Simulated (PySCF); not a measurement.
**NiS$_{2}$: frequency calculation**

System: NiS$_{2}$.
Method: RKS-based PBE0, Ni def2-SVP, S def2-SVP; non-relativistic Hamiltonian; density fitting (PySCF 2.14.0).

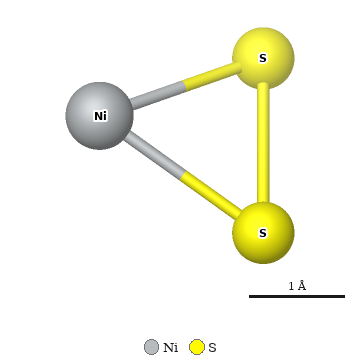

Fig. 1: The structure as given in the input (ball-and-stick view, seen at a tilt). Sticks mark near contacts.

Results in brief

| quantity | value |
| --- | --- |
| outcome | converged |
| total energy | −2303.696956 hartree |
| HOMO | −4.93 eV |
| LUMO | −2.87 eV |
| zero-point energy | 0.002943 hartree |
| dipole moment | 5.38 D |
| wavenumbers, lowest and highest | 336 and 560 cm⁻¹ |
| hardware | 2 threads of Arm Neoverse N1, 60 GiB of memory available, shared host |
| wall time | 20 s (CPU time 34 s) |
| peak memory | 0.67 GiB |

The run takes a singlet; with an open-shell metal another spin state may lie lower.

Input
```python
from pyscf import gto, scf, dft
mol = gto.M(atom='''
Ni     0.000000     0.000000    -0.969906
S      1.040696     0.000000     0.878718
S     -1.040696     0.000000     0.878718''',
    basis={'Ni': 'def2-SVP', 'S': 'def2-SVP'},
    charge=0, spin=0)
mf = dft.RKS(mol, xc='PBE0')
mf.grids.atom_grid = (75, 302)
aux = {'Ni': 'def2-universal-JKFIT', 'S': 'def2-universal-JKFIT'}
mf = mf.density_fit(auxbasis=aux)
mf.conv_tol = 1e-09
mf.diis_space = 10
mf.max_cycle = 60
mf.verbose = 4
mf.kernel()
```

The script is an equivalent of the set-up of the self-consistent field. The run itself was carried out by a driver, which started from the orbitals of the step before it where there was one and computed the further properties.

Command:
```bash
OMP_NUM_THREADS=2 python axn.py task.json out
```

What the program printed
```
init E= -2303.6969555549
  HOMO = -0.18134231404342  LUMO = -0.105474494837847  gap/eV = 2.06447
cycle= 1 E= -2303.69695555386  delta_E= 1.04e-09  |g|= 8.23e-05  |ddm|= 6.13e-05
  HOMO = -0.18134144169643  LUMO = -0.105457630382618  gap/eV = 2.06490
cycle= 2 E= -2303.69695553283  delta_E= 2.1e-08  |g|= 0.000373  |ddm|= 0.000271
  HOMO = -0.181342138639219  LUMO = -0.105471444831418  gap/eV = 2.06455
cycle= 3 E= -2303.69695555494  delta_E= -2.21e-08  |g|= 6.65e-06  |ddm|= 0.000221
  HOMO = -0.181342144801066  LUMO = -0.105471434013561  gap/eV = 2.06455
cycle= 4 E= -2303.69695555496  delta_E= -2.27e-11  |g|= 1.44e-07  |ddm|= 8.23e-06
  HOMO = -0.181342151049015  LUMO = -0.105471464064471  gap/eV = 2.06455
Extra cycle  E= -2303.69695555495  delta_E= 1.18e-11  |g|= 4.91e-07  |ddm|= 6.74e-07
converged SCF energy = -2303.69695555495
```

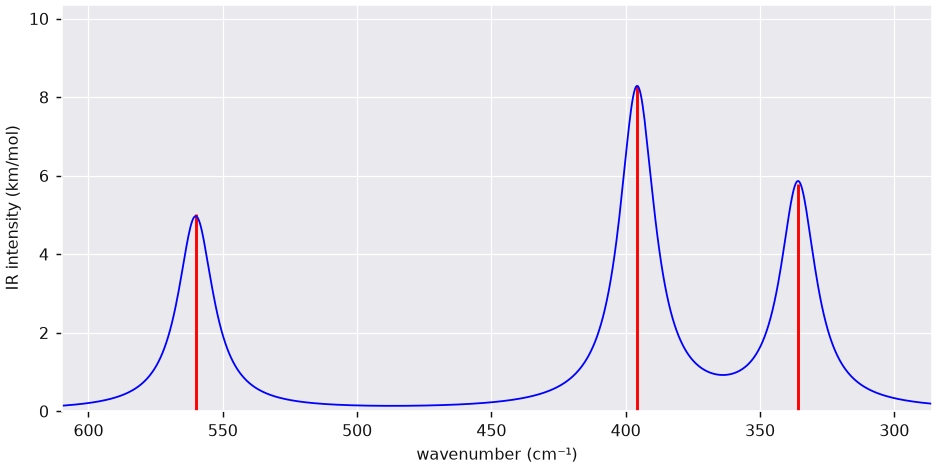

Fig. 2: Harmonic infrared spectrum, unscaled: sticks (degenerate modes added up, dark ones marked on the axis) with a Lorentzian envelope of 16 cm⁻¹ full width, scaled to the tallest stick. 3 modes from 336 to 560 cm⁻¹, none imaginary. The strongest line is at 396 cm⁻¹ (8.3 km/mol). All modes, in cm⁻¹ (km/mol): 336 (5.8), 396 (8.3), 560 (5.0).
